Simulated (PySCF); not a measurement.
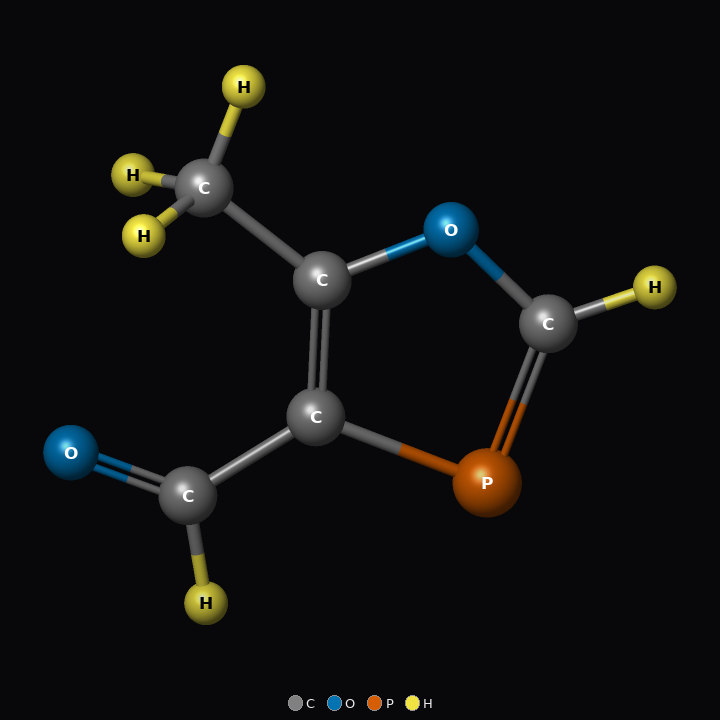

The picture shows a molecular structure as a ball-and-stick model. Double and triple bonds are drawn as two and three sticks.

The geometry was computed by an optimisation with GFN2-xTB. No frequency run is at hand to confirm it as a minimum.

Which formula does it have?

C₅H₅O₂P, 13 atoms: 5 carbon, 5 hydrogen, 2 oxygen and 1 phosphorus.

What is its SMILES?

Cc1ocpc1C=O

How many bonds of each kind are drawn?

5 C–H, 3 C–C, 3 C–O, 2 C–P.

Describe its rings.

Independent rings (smallest set): 1 of 5 members, 1 of them aromatic.

The parts below concern this one geometry. Atoms keep their numbers from picture to picture.

### Shape

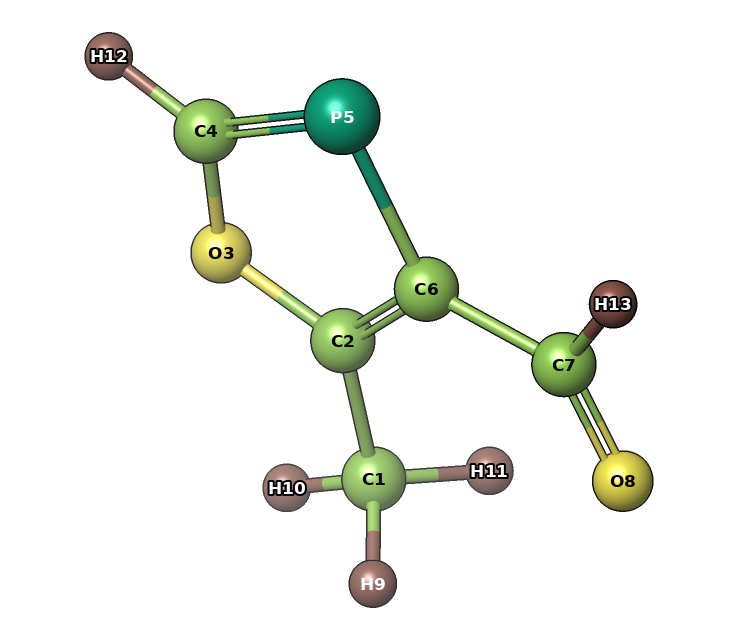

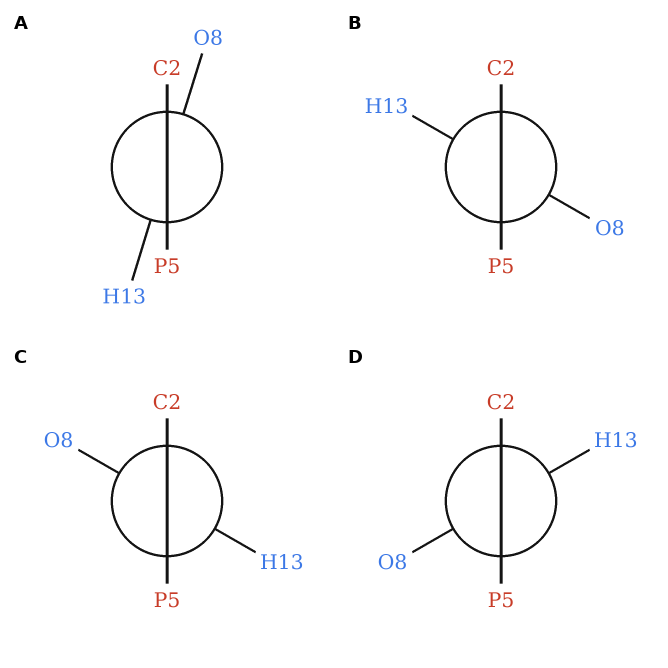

Atoms fade into the background with distance from the viewer. Bonds that would overlap in a projection are set slightly apart. No frequency run is at hand to confirm it as a minimum.

Which Newman projection shows the view along C6–C7, with C6 in front?

A. The torsion angle P5–C6–C7–O8 is 180°, antiperiplanar (anti).

### Dipole moment

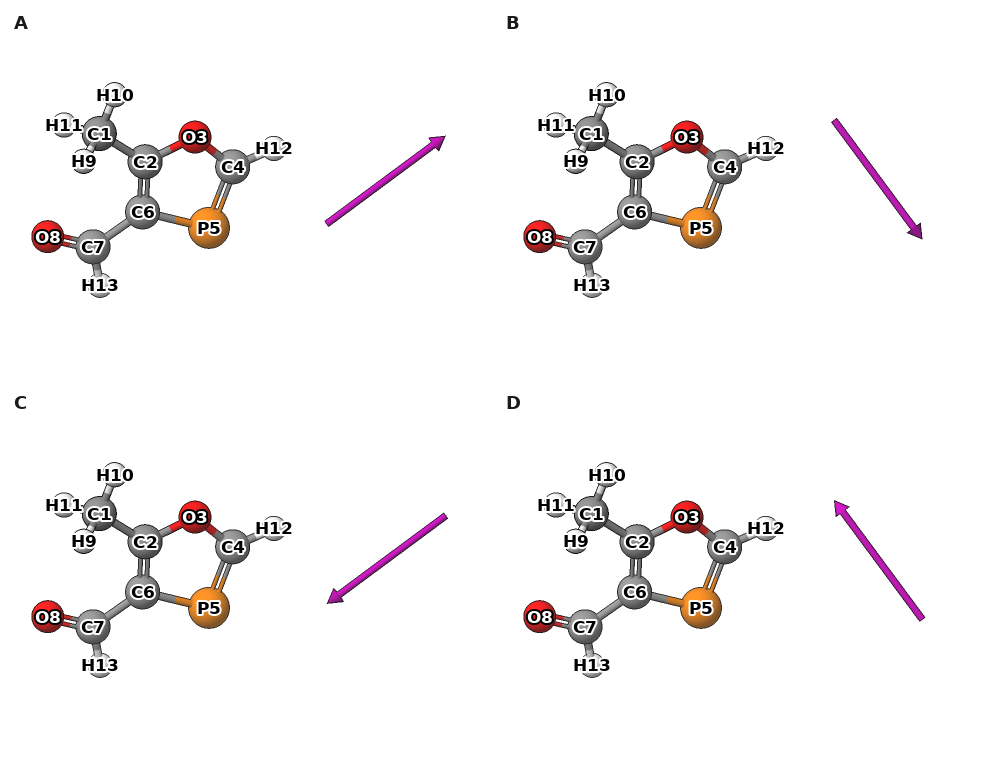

The same molecule four times, each with an arrow. No frequency run is at hand to confirm it as a minimum. Method: B3LYP/def2-SVPD, gas phase (PySCF 2.14.0).

Which arrow points along the dipole moment, from the negative to the positive end?

A. The dipole moment is 2.49 D; it points from the side of O8 to the side of H12 (the outermost atoms at the two ends).

### Polarisability

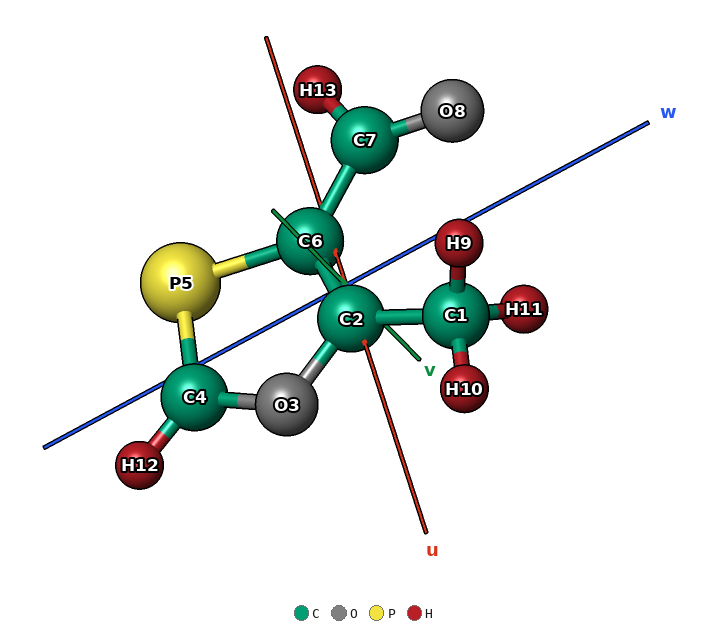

The lines u, v and w are the principal axes of the static dipole polarisability. No frequency run is at hand to confirm it as a minimum. Method: B3LYP/def2-SVPD (PySCF 2.14.0).

Along which axis is the molecule most polarisable, and along which least?

Most along w, least along v.

Give the three principal values.

u 97.8, v 56.5, w 110.1 bohr³; mean 88.1, anisotropy 48.6 bohr³.

### Excitation

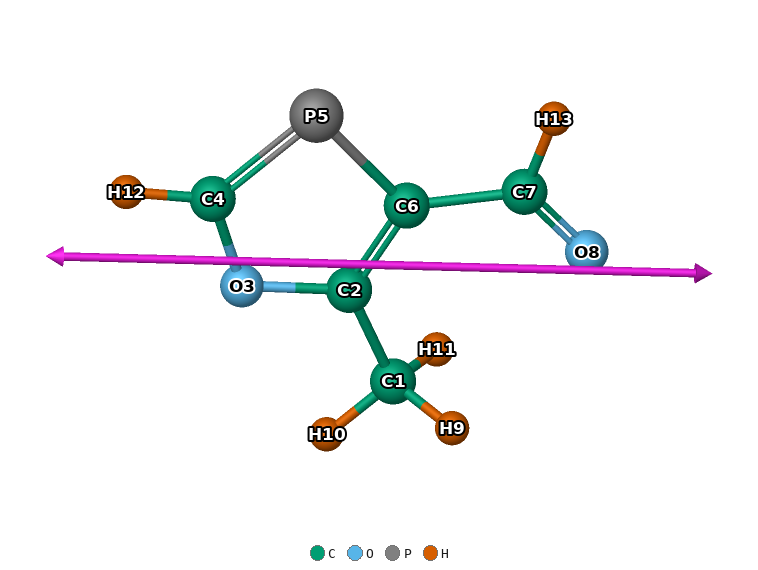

The double arrow shows the direction of the transition dipole to excited singlet state 6 (its length means nothing). No frequency run is at hand to confirm it as a minimum. Method: TDDFT B3LYP/def2-SVPD, vertical, gas phase, core orbitals frozen in the response (PySCF 2.14.0).

How is the transition polarised?

Nearly parallel to the C2–O3 bond.

Where does the transition lie, and how strong is it?

5.65 eV (220 nm), oscillator strength 0.19, mainly HOMO−2 → LUMO (weight 0.84); transition dipole 3.02 D.

The geometry is semi-empirical. Around P such bond lengths and angles can be off by a tenth of an ångström or more and by several degrees, and values that hang on the shape move with them.
